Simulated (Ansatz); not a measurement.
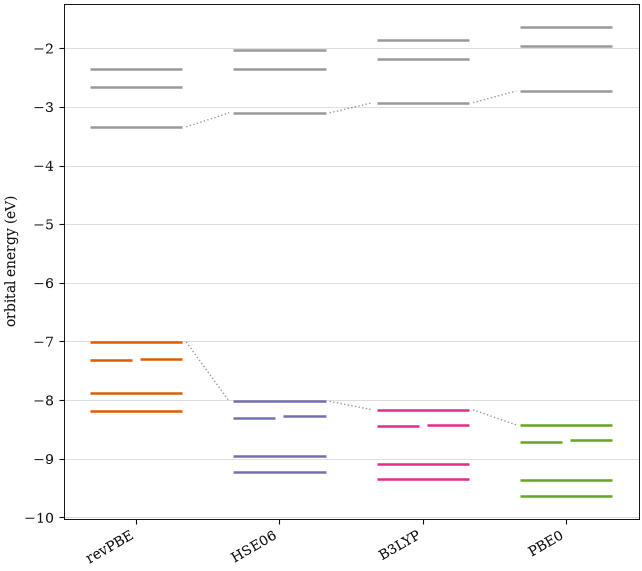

Frontier orbital energies of MoN₂H₂Cl₂, SMILES [NH]=[Mo](=[NH])([Cl])[Cl], singlet at one geometry, def2-TZVPP, the Ansatz code, at a PBE0-D4/def2-TZVP geometry (a minimum by its frequencies). Empty levels are grey, levels within 0.1 eV stand side by side; all columns show the same few orbitals around the gap. Dotted lines join the HOMOs and the LUMOs.

Q: How do the frontier levels move from column to column?

A: The separation grows from 3.67 eV (revPBE) to 5.69 eV (PBE0).

```tsv
level	HOMO (eV)	LUMO (eV)	separation (eV)
revPBE	−7.01	−3.34	3.67
HSE06	−8.02	−3.10	4.92
B3LYP	−8.16	−2.93	5.23
PBE0	−8.42	−2.73	5.69
```

Caveats, for all or some of the runs: core potentials past krypton; empty levels above zero depend strongly on the basis.
